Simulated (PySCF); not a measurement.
# CH₅FOSi: spin-spin couplings and electronic excitations at several levels of theory, part 1 of 2

How much do the spin-spin couplings and electronic excitations of CH₅FOSi (`CO[SiH2]F`) depend on the level of theory, and what does each level cost?

Programs: PySCF 2.14.0, with density-fitted response routines of our own. Each step states its level of theory. These are calculated values for one molecule in the gas phase, unless marked as measured. Atoms are numbered from 0 throughout.

## Step 1: Starting geometry

9 atoms, charge 0, multiplicity 1; geometry from: GFN2-xTB. The atoms were then displaced at random by about 0.01 Å, so the start is not that level's minimum.

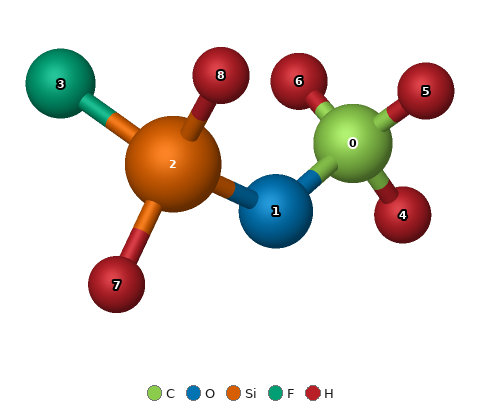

As it starts; carbon green, oxygen blue, silicon orange, fluorine teal, hydrogen red, atoms numbered.

## Step 2: Optimising the geometry at PBE0-D3(BJ)/def2-SVP

What the job is given:

```
{"job": {"xc": "PBE0", "basis": "def2-SVP", "d3": "d3bj", "grid": 1, "shake": 0.01, "kind": "geom"}, "charge": 0, "multiplicity": 1}
C     -1.343050     0.007560    -0.278580
O     -0.122360     0.647040    -0.143300
Si     1.297260     0.089540     0.312830
F      1.814410    -1.098060    -0.663220
H     -2.049540     0.750540    -0.738030
H     -1.755610    -0.272930     0.687360
H     -1.282760    -0.844270    -0.931090
H      2.171720     1.246320     0.073610
H      1.327740    -0.542900     1.646690
```

On the command line:

```sh
> OMP_NUM_THREADS=1 python probes_run.py task.json out
```

The driver reads the jobs from task.json and runs them one after another.

The log of the run:

```text
step   0  E = -505.14615188  max force = 0.033925
step   1  E = -505.15051799  max force = 0.009398
step   2  E = -505.15100697  max force = 0.002263
step   3  E = -505.15107718  max force = 0.000773
step   4  E = -505.15111246  max force = 0.001009
step   5  E = -505.15114616  max force = 0.001032
step   6  E = -505.15119057  max force = 0.000969
step   7  E = -505.15122519  max force = 0.001248
step   8  E = -505.15125875  max force = 0.001080
step   9  E = -505.15128704  max force = 0.001208
step  10  E = -505.15131062  max force = 0.000836
step  11  E = -505.15132353  max force = 0.000347
optimisation converged
```

It took 20 s on 1 thread of Arm Neoverse V2, shared host; peak memory 0.35 GiB.

The steps of the relaxation:

| step | energy from step 0 (eV) | largest force component (eV/Å) |
| --- | --- | --- |
| 0 | 0.0000 | 1.7445 |
| 1 | -0.1188 | 0.4833 |
| 2 | -0.1321 | 0.1164 |
| 3 | -0.1340 | 0.0397 |
| 4 | -0.1350 | 0.0519 |
| 5 | -0.1359 | 0.0531 |
| 6 | -0.1371 | 0.0498 |
| 7 | -0.1381 | 0.0642 |
| 8 | -0.1390 | 0.0555 |
| 9 | -0.1397 | 0.0621 |
| 10 | -0.1404 | 0.0430 |
| 11 | -0.1407 | 0.0178 |

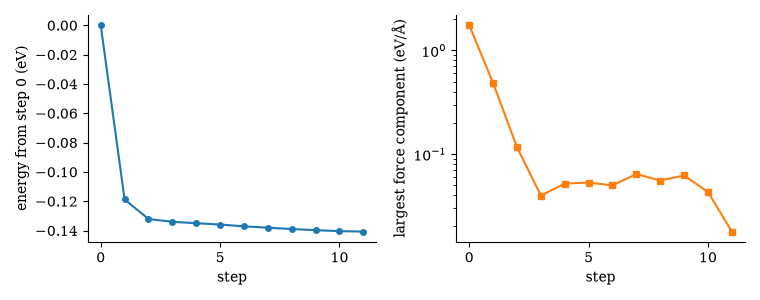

Energy and force, step by step.

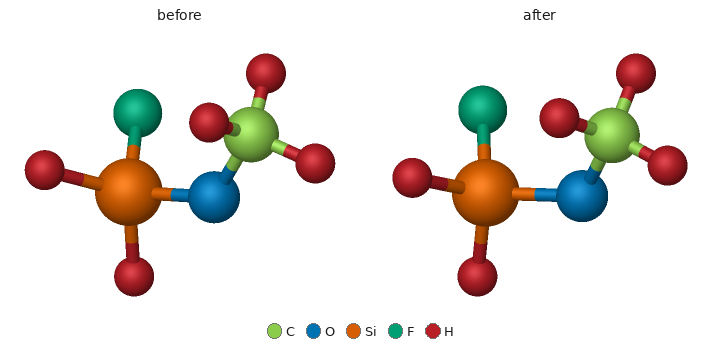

The geometry before (left) and after (right).

Close pairs (by a distance rule), those that changed most:

```csv
bond,before (Å),after (Å),change (Å)
O1–Si2,1.592,1.643,+0.051
C0–H6,1.075,1.103,+0.028
C0–H4,1.123,1.100,-0.023
C0–H5,1.087,1.106,+0.019
C0–O1,1.385,1.403,+0.018
Si2–H8,1.477,1.489,+0.013
Si2–H7,1.470,1.480,+0.010
Si2–F3,1.622,1.622,+0.000
```

The next job starts from the end point, and lists it.

| at the end point | value |
| --- | --- |
| point group (found at 0.08 Å tolerance) | C1 |
| rotational constants (GHz, main isotopes) | 12.766, 3.754, 3.215 |
| dipole moment (D) | 1.62 |

## Step 3: J couplings: B3LYP/def2-TZVP

What the job is given:

```
{"job": {"kind": "j", "xc": "B3LYP", "basis": "def2-TZVP"}, "charge": 0, "multiplicity": 1}
C     -1.403256    -0.061069    -0.665947
O     -0.151863     0.572251    -0.690250
Si     1.226380     0.007352     0.003072
F      1.775034    -1.286586    -0.807357
H     -2.178911     0.677316    -0.917453
H     -1.638263    -0.479838     0.330029
H     -1.452791    -0.879370    -1.404082
H      2.233989     1.086617    -0.095603
H      0.964890    -0.449793     1.396318
```

Method: B3LYP/def2-TZVP indirect spin-spin coupling, non-relativistic, gas phase.

The log of the run:

```text
coarse grid: 7984 points
cycle   1  E = -505.7752912597  dE =  2.473e-01  |g| = 8.837e-01  |ddm| = 2.165e+00
cycle   2  E = -505.4832555646  dE =  2.920e-01  |g| = 1.574e+00  |ddm| = 1.276e+00
cycle   3  E = -505.9017194460  dE = -4.185e-01  |g| = 8.114e-02  |ddm| = 9.056e-01
cycle   4  E = -505.9022518133  dE = -5.324e-04  |g| = 6.777e-02  |ddm| = 6.934e-02
cycle   5  E = -505.9029358557  dE = -6.840e-04  |g| = 1.142e-02  |ddm| = 3.314e-02
cycle   6  E = -505.9029549680  dE = -1.911e-05  |g| = 1.281e-03  |ddm| = 6.029e-03
cycle   7  E = -505.9029552734  dE = -3.054e-07  |g| = 5.882e-04  |ddm| = 1.263e-03
final grid: 72808 points
cycle   8  E = -505.9003285161  dE = -2.892e-05  |g| = 4.546e-03  |ddm| = 2.206e-02
cycle   9  E = -505.9003258217  dE =  2.694e-06  |g| = 5.877e-03  |ddm| = 5.020e-03
cycle  10  E = -505.9003327385  dE = -6.917e-06  |g| = 6.952e-04  |ddm| = 2.783e-03
cycle  11  E = -505.9003328190  dE = -8.050e-08  |g| = 2.057e-04  |ddm| = 4.938e-04
cycle  12  E = -505.9003328270  dE = -8.036e-09  |g| = 4.204e-05  |ddm| = 1.332e-04
cycle  13  E = -505.9003328273  dE = -3.082e-10  |g| = 1.389e-05  |ddm| = 3.661e-05
converged SCF energy = -505.9003328273

Indirect spin-spin couplings (Hz)
  i      j    bonds     total        FC       PSO       DSO        SD
  0 C    1 O    1     19.881    22.655    -1.253    -0.121    -1.401
  0 C    2 Si   2      2.584     2.224     0.308     0.052     0.000
  0 C    3 F    3     -0.966    -0.975     0.219    -0.161    -0.050
  0 C    4 H    1    145.906   144.812     0.491     0.709    -0.106
  0 C    5 H    1    134.967   133.803     0.554     0.759    -0.149
  0 C    6 H    1    140.746   139.623     0.509     0.743    -0.129
  0 C    7 H    3      6.065     6.238     0.327    -0.546     0.046
  0 C    8 H    3      1.686     1.747     0.055    -0.083    -0.033
  1 O    2 Si   1    -31.933   -23.892    -8.402     0.060     0.301
  1 O    3 F    2      1.306     4.267     0.598     0.143    -3.702
  1 O    4 H    2    -10.943   -10.317    -0.819     0.082     0.111
  1 O    5 H    2     -1.545    -1.011    -0.783     0.119     0.130
  1 O    6 H    2     -3.488    -2.943    -0.794     0.104     0.144
  1 O    7 H    2    -21.510   -21.782     0.101     0.114     0.057
  1 O    8 H    2     -3.098    -3.616     0.298     0.178     0.042
  2 Si   3 F    1    391.356   321.824    76.392    -0.241    -6.619
  2 Si   4 H    3    -11.755   -11.664    -0.381     0.381    -0.091
  2 Si   5 H    3     -2.854    -3.065     0.156     0.022     0.033
  2 Si   6 H    3      0.006    -0.153    -0.006     0.162     0.002
  2 Si   7 H    1   -240.436  -240.808     1.169    -0.377    -0.421
  2 Si   8 H    1   -213.760  -214.176     1.168    -0.391    -0.360
  3 F    4 H    4      0.485     0.890     0.971    -1.433     0.057
  3 F    5 H    4      0.551     0.705     0.524    -0.652    -0.026
  3 F    6 H    4      1.885     1.924    -0.256     0.272    -0.055
  3 F    7 H    2     49.572    52.904    -1.149    -1.512    -0.671
  3 F    8 H    2     56.562    59.993    -1.377    -1.329    -0.724
  4 H    5 H    2    -10.696   -10.765     2.074    -2.380     0.376
  4 H    6 H    2    -10.313   -10.369     2.112    -2.438     0.382
  4 H    8 H    4     -0.507    -0.201     0.983    -1.281    -0.007
  5 H    6 H    2     -9.173    -9.274     2.016    -2.280     0.365
  5 H    7 H    4     -1.059    -0.413     1.126    -1.780     0.009
  5 H    8 H    4      0.388     0.019    -0.843     1.196     0.015
  6 H    7 H    4     -0.970    -0.373     1.229    -1.830     0.004
  6 H    8 H    4     -0.186     0.077     0.695    -0.946    -0.012
  7 H    8 H    2     30.223    31.261     1.077    -2.166     0.051
```

Wall time 17 s (1 thread of Arm Neoverse V2, shared host); peak memory 0.69 GiB.

This basis has no tight s functions, so the Fermi-contact terms are rough.

A choice of the couplings up to four bonds, sorted by the number of bonds, with means over like pairs; isotopes 13C, 19F, 1H, 17O, 29Si:

| pair | bonds | J (Hz) | Fermi contact (Hz) |
| --- | --- | --- | --- |
| Si2–F3 | 1 | 391.4 | 321.8 |
| Si2–H7 | 1 | -227.1 | -227.5 |
| C0–H4 | 1 | 140.5 | 139.4 |
| O1–Si2 | 1 | -31.9 | -23.9 |
| C0–O1 | 1 | 19.9 | 22.7 |
| F3–H7 | 2 | 53.1 | 56.4 |
| H7–H8 | 2 | 30.2 | 31.3 |
| O1–H7 | 2 | -12.3 | -12.7 |
| H4–H5 | 2 | -10.1 | -10.1 |
| O1–H4 | 2 | -5.3 | -4.8 |
| C0–Si2 | 2 | 2.6 | 2.2 |
| O1–F3 | 2 | 1.3 | 4.3 |
| Si2–H4 | 3 | -4.9 | -5.0 |
| C0–H7 | 3 | 3.9 | 4.0 |

Quadrupole couplings from the field gradients of the same density:

| atom | isotope | eQq/h (MHz) | η |
| --- | --- | --- | --- |
| O1 | 17O | -9.633 | 0.32 |

## Step 4: Spin-spin couplings: B3LYP/cc-pVTZ

Same as in step 3 but for these lines:

```diff
@@ -1,2 +1,2 @@
-{"job": {"kind": "j", "xc": "B3LYP", "basis": "def2-TZVP"}, "charge": 0, "multiplicity": 1}
+{"job": {"kind": "j", "xc": "B3LYP", "basis": "cc-pVTZ"}, "charge": 0, "multiplicity": 1}
 C     -1.403256    -0.061069    -0.665947
```

Method: B3LYP/cc-pVTZ indirect spin-spin coupling, non-relativistic, gas phase.

The log of the run:

```text
coarse grid: 7984 points
cycle   1  E = -505.7618418001  dE =  2.538e-01  |g| = 8.921e-01  |ddm| = 5.651e+00
cycle   2  E = -505.4748590344  dE =  2.870e-01  |g| = 1.573e+00  |ddm| = 2.485e+00
cycle   3  E = -505.8893895879  dE = -4.145e-01  |g| = 8.431e-02  |ddm| = 1.603e+00
cycle   4  E = -505.8899880815  dE = -5.985e-04  |g| = 6.992e-02  |ddm| = 1.479e-01
cycle   5  E = -505.8907060040  dE = -7.179e-04  |g| = 1.073e-02  |ddm| = 7.398e-02
cycle   6  E = -505.8907228290  dE = -1.682e-05  |g| = 1.333e-03  |ddm| = 1.268e-02
cycle   7  E = -505.8907231759  dE = -3.469e-07  |g| = 6.125e-04  |ddm| = 2.975e-03
final grid: 72808 points
cycle   8  E = -505.8872175535  dE = -3.461e-05  |g| = 4.846e-03  |ddm| = 4.933e-02
cycle   9  E = -505.8872144314  dE =  3.122e-06  |g| = 6.364e-03  |ddm| = 1.602e-02
cycle  10  E = -505.8872222314  dE = -7.800e-06  |g| = 6.607e-04  |ddm| = 8.639e-03
cycle  11  E = -505.8872222988  dE = -6.741e-08  |g| = 2.221e-04  |ddm| = 1.045e-03
cycle  12  E = -505.8872223080  dE = -9.203e-09  |g| = 5.777e-05  |ddm| = 3.164e-04
cycle  13  E = -505.8872223085  dE = -4.754e-10  |g| = 2.068e-05  |ddm| = 7.736e-05
converged SCF energy = -505.8872223085

Indirect spin-spin couplings (Hz)
  i      j    bonds     total        FC       PSO       DSO        SD
  0 C    1 O    1     19.519    22.304    -1.268    -0.121    -1.396
  0 C    2 Si   2      2.551     2.190     0.311     0.052    -0.001
  0 C    3 F    3     -0.831    -0.799     0.182    -0.161    -0.054
  0 C    4 H    1    136.703   135.336     0.496     0.686     0.183
  0 C    5 H    1    127.206   125.766     0.562     0.738     0.139
  0 C    6 H    1    132.246   130.843     0.513     0.722     0.168
  0 C    7 H    3      5.699     5.908     0.295    -0.547     0.043
  0 C    8 H    3      1.511     1.564     0.061    -0.083    -0.032
  1 O    2 Si   1    -25.904   -18.091    -8.147     0.060     0.274
  1 O    3 F    2      1.570     4.715     0.544     0.143    -3.832
  1 O    4 H    2     -9.106    -8.468    -0.837     0.084     0.115
  1 O    5 H    2     -0.889    -0.337    -0.808     0.121     0.135
  1 O    6 H    2     -2.613    -2.060    -0.814     0.106     0.154
  1 O    7 H    2    -20.390   -20.703     0.144     0.114     0.054
  1 O    8 H    2     -2.426    -3.019     0.357     0.178     0.058
  2 Si   3 F    1    361.717   293.854    74.673    -0.246    -6.563
  2 Si   4 H    3    -13.002   -12.901    -0.401     0.382    -0.083
  2 Si   5 H    3     -3.348    -3.562     0.161     0.023     0.030
  2 Si   6 H    3     -0.028    -0.196     0.005     0.163    -0.000
  2 Si   7 H    1   -226.141  -226.787     1.140    -0.372    -0.122
  2 Si   8 H    1   -199.347  -200.077     1.181    -0.386    -0.065
  3 F    4 H    4      0.214     0.665     0.932    -1.437     0.055
  3 F    5 H    4      0.492     0.758     0.415    -0.654    -0.026
  3 F    6 H    4      1.441     1.463    -0.247     0.272    -0.048
  3 F    7 H    2     44.821    48.775    -1.637    -1.515    -0.803
  3 F    8 H    2     51.860    55.857    -1.843    -1.332    -0.822
  4 H    5 H    2     -9.972   -10.335     2.321    -2.425     0.467
  4 H    6 H    2     -9.566    -9.915     2.355    -2.483     0.477
  4 H    8 H    4     -0.462    -0.198     1.029    -1.287    -0.007
  5 H    6 H    2     -8.166    -8.572     2.267    -2.324     0.463
  5 H    7 H    4     -1.222    -0.413     0.966    -1.784     0.008
  5 H    8 H    4      0.426     0.016    -0.805     1.197     0.018
  6 H    7 H    4     -1.103    -0.391     1.118    -1.834     0.003
  6 H    8 H    4     -0.177     0.088     0.697    -0.951    -0.011
  7 H    8 H    2     29.353    30.732     0.714    -2.175     0.081
```

It took 21 s on 1 thread of Arm Neoverse V2, shared host; peak memory 0.75 GiB.

This basis has no tight s functions, so the Fermi-contact terms are rough.

This run: J(Si2,F3) 361.7 Hz, J(Si2,H7) -212.7 Hz, J(C0,H4) 132.1 Hz (means over like pairs).

## Step 5: Indirect couplings: B3LYP/6-31G*

Same as in step 4 but for these lines:

```diff
@@ -1,2 +1,2 @@
-{"job": {"kind": "j", "xc": "B3LYP", "basis": "cc-pVTZ"}, "charge": 0, "multiplicity": 1}
+{"job": {"kind": "j", "xc": "B3LYP", "basis": "6-31G*"}, "charge": 0, "multiplicity": 1}
 C     -1.403256    -0.061069    -0.665947
```

Level: B3LYP/6-31G* indirect spin-spin coupling, non-relativistic, gas phase.

The log of the run:

```text
coarse grid: 7984 points
cycle   1  E = -505.6568492439  dE =  2.729e-01  |g| = 8.494e-01  |ddm| = 2.557e+00
cycle   2  E = -505.4105695348  dE =  2.463e-01  |g| = 1.439e+00  |ddm| = 1.714e+00
cycle   3  E = -505.7851918775  dE = -3.746e-01  |g| = 6.923e-02  |ddm| = 1.156e+00
cycle   4  E = -505.7855606920  dE = -3.688e-04  |g| = 5.873e-02  |ddm| = 8.565e-02
cycle   5  E = -505.7861372111  dE = -5.765e-04  |g| = 6.722e-03  |ddm| = 4.133e-02
cycle   6  E = -505.7861455511  dE = -8.340e-06  |g| = 9.720e-04  |ddm| = 5.540e-03
final grid: 72808 points
cycle   7  E = -505.7531218128  dE = -6.958e-06  |g| = 2.952e-03  |ddm| = 8.833e-03
cycle   8  E = -505.7531206982  dE =  1.115e-06  |g| = 3.908e-03  |ddm| = 4.736e-03
cycle   9  E = -505.7531237405  dE = -3.042e-06  |g| = 4.310e-04  |ddm| = 2.594e-03
cycle  10  E = -505.7531237777  dE = -3.711e-08  |g| = 1.042e-04  |ddm| = 4.369e-04
cycle  11  E = -505.7531237799  dE = -2.192e-09  |g| = 3.269e-05  |ddm| = 1.090e-04
cycle  12  E = -505.7531237800  dE = -1.668e-10  |g| = 1.381e-05  |ddm| = 2.873e-05
converged SCF energy = -505.7531237800

Indirect spin-spin couplings (Hz)
  i      j    bonds     total        FC       PSO       DSO        SD
  0 C    1 O    1      6.358     8.771    -1.156    -0.129    -1.129
  0 C    2 Si   2      2.286     1.931     0.312     0.051    -0.008
  0 C    3 F    3     -1.206    -1.129     0.123    -0.155    -0.045
  0 C    4 H    1    156.087   155.009     0.205     0.745     0.128
  0 C    5 H    1    147.410   146.241     0.291     0.794     0.084
  0 C    6 H    1    152.245   151.116     0.238     0.778     0.113
  0 C    7 H    3      5.301     5.613     0.188    -0.542     0.041
  0 C    8 H    3      1.240     1.322     0.027    -0.079    -0.030
  1 O    2 Si   1    -16.067    -9.524    -6.782     0.062     0.177
  1 O    3 F    2     -7.815    -5.667     1.027     0.133    -3.309
  1 O    4 H    2     -9.655    -9.168    -0.662     0.073     0.102
  1 O    5 H    2     -1.684    -1.274    -0.625     0.104     0.112
  1 O    6 H    2     -3.229    -2.817    -0.630     0.092     0.126
  1 O    7 H    2    -18.142   -18.436     0.133     0.111     0.049
  1 O    8 H    2     -3.224    -3.762     0.350     0.169     0.018
  2 Si   3 F    1    283.576   223.642    64.730    -0.284    -4.512
  2 Si   4 H    3    -10.994   -11.051    -0.233     0.379    -0.088
  2 Si   5 H    3     -2.483    -2.758     0.225     0.020     0.030
  2 Si   6 H    3      0.056    -0.255     0.150     0.161     0.001
  2 Si   7 H    1   -243.732  -243.830     1.040    -0.403    -0.539
  2 Si   8 H    1   -217.524  -217.649     1.025    -0.416    -0.484
  3 F    4 H    4      0.322     1.101     0.580    -1.414     0.055
  3 F    5 H    4      0.509     0.859     0.277    -0.629     0.001
  3 F    6 H    4      2.747     2.850    -0.319     0.283    -0.067
  3 F    7 H    2     48.429    52.116    -1.868    -1.426    -0.393
  3 F    8 H    2     53.839    57.611    -2.133    -1.244    -0.395
  4 H    5 H    2    -13.145   -12.468     1.235    -2.301     0.389
  4 H    6 H    2    -12.794   -12.108     1.274    -2.357     0.397
  4 H    7 H    4     -0.488     0.277     0.698    -1.467     0.005
  4 H    8 H    4     -0.815    -0.197     0.655    -1.266    -0.006
  5 H    6 H    2    -11.808   -11.213     1.215    -2.197     0.388
  5 H    7 H    4     -1.650    -0.468     0.576    -1.763     0.006
  5 H    8 H    4      0.742     0.147    -0.628     1.200     0.023
  6 H    7 H    4     -1.482    -0.378     0.708    -1.815     0.003
  6 H    8 H    4     -0.455     0.099     0.386    -0.930    -0.009
  7 H    8 H    2     30.954    32.897     0.136    -2.098     0.019
```

Run time: 5.6 s. Hardware: 1 thread of Arm Neoverse V2, shared host; peak memory 0.48 GiB.

This basis has no tight s functions, so the Fermi-contact terms are rough.

This run: J(Si2,F3) 283.6 Hz, J(Si2,H7) -230.6 Hz, J(C0,H4) 151.9 Hz (means over like pairs).

## Step 6: Ultraviolet spectrum: HF/def2-SVPD

Same as in step 5 but for these lines:

```diff
@@ -1,2 +1,2 @@
-{"job": {"kind": "j", "xc": "B3LYP", "basis": "6-31G*"}, "charge": 0, "multiplicity": 1}
+{"job": {"kind": "uv", "xc": "HF", "basis": "def2-SVPD", "ip": true}, "charge": 0, "multiplicity": 1}
 C     -1.403256    -0.061069    -0.665947
```

With the program's defaults for keys left out, this is: TDDFT HF/def2-SVPD, vertical, gas phase, core orbitals frozen in the response.

The log of the run:

```text
final grid: 72808 points
cycle   1  E = -503.7702249293  dE =  1.700e-01  |g| = 6.347e-01  |ddm| = 3.337e+00
cycle   2  E = -503.8377314105  dE = -6.751e-02  |g| = 3.608e-01  |ddm| = 1.205e+00
cycle   3  E = -503.8604259711  dE = -2.269e-02  |g| = 5.323e-02  |ddm| = 3.107e-01
cycle   4  E = -503.8612208004  dE = -7.948e-04  |g| = 1.073e-02  |ddm| = 1.403e-01
cycle   5  E = -503.8612577211  dE = -3.692e-05  |g| = 2.821e-03  |ddm| = 3.380e-02
cycle   6  E = -503.8612598112  dE = -2.090e-06  |g| = 8.375e-04  |ddm| = 5.961e-03
cycle   7  E = -503.8612600376  dE = -2.264e-07  |g| = 2.503e-04  |ddm| = 1.710e-03
cycle   8  E = -503.8612600614  dE = -2.375e-08  |g| = 7.427e-05  |ddm| = 4.589e-04
cycle   9  E = -503.8612600647  dE = -3.294e-09  |g| = 1.579e-05  |ddm| = 2.116e-04
cycle  10  E = -503.8612600648  dE = -1.539e-10  |g| = 2.825e-06  |ddm| = 4.925e-05
converged SCF energy = -503.8612600648

Static polarisability (au): isotropic 38.653, principal 35.345 37.000 43.613

Singlet excitations
state   eV       nm        f      main configurations
  1   9.6772    128.1   0.00491   H->L+2 0.23, H->L+1 0.19, H->L+3 0.15
  2   9.7678    126.9   0.04345   H->L 0.28, H->L+3 0.22, H->L+2 0.18
  3  10.0211    123.7   0.02172   H-1->L 0.32, H-1->L+3 0.21, H-1->L+1 0.16
  4  10.4250    118.9   0.07952   H->L 0.34, H-2->L+1 0.16, H-1->L 0.13
  5  10.5007    118.1   0.04304   H-1->L+3 0.20, H-1->L 0.17, H->L+3 0.16
  6  10.6232    116.7   0.15421   H-2->L 0.36, H->L+1 0.09
  7  10.8359    114.4   0.05419   H-1->L+2 0.36, H->L+1 0.14, H->L+2 0.11
  8  11.0780    111.9   0.10905   H-2->L+3 0.34, H-1->L+3 0.15
  9  11.2958    109.8   0.03769   H-2->L+2 0.46, H-1->L+2 0.18
 10  11.6659    106.3   0.15592   H->L+4 0.18, H-1->L+1 0.17, H->L+1 0.09

Triplet excitations (Tamm-Dancoff, eV): 8.7087 8.7869 9.3460 9.4349
Vertical ionisation energy (delta-SCF) = 10.3200 eV
```

Wall time 8.8 s (1 thread of Arm Neoverse V2, shared host); peak memory 0.48 GiB.

Frontier orbitals and where they lie:

```
orbital      eV                       atoms
 HOMO−3  -15.73  Si2 27 %, H8 17 %, F3 16 %
 HOMO−2  -13.76  O1 20 %, Si2 19 %, C0 18 %
 HOMO−1  -13.04  O1 40 %, C0 16 %, Si2 11 %
   HOMO  -12.72  O1 41 %, Si2 15 %, H8 13 %
   LUMO    2.51   Si2 42 %, C0 21 %, H6 7 %
 LUMO+1    3.00  Si2 29 %, C0 19 %, F3 12 %
 LUMO+2    3.26  Si2 30 %, O1 28 %, H8 14 %
```

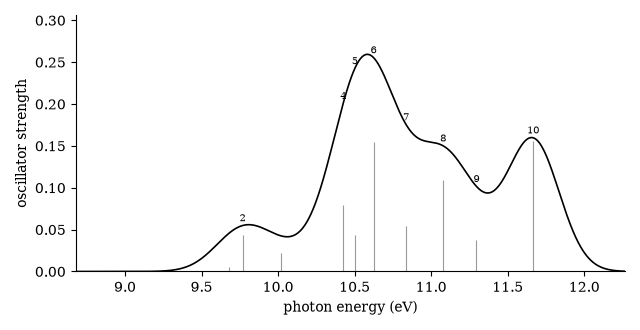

Absorption spectrum from the 10 singlet states computed; above the last one it falls off for lack of states. Lines are broadened to a width of 0.40 eV (Gaussian).

Ground-state properties from the same run:

| property | computed |
| --- | --- |
| dipole moment (D) | 1.78 |
| polarisability (Å³) | 5.73 |
| HOMO–LUMO gap (eV) | 15.22 |
| −ε(HOMO) (eV) | 12.72 |

(Continued in part 2 of 2.)
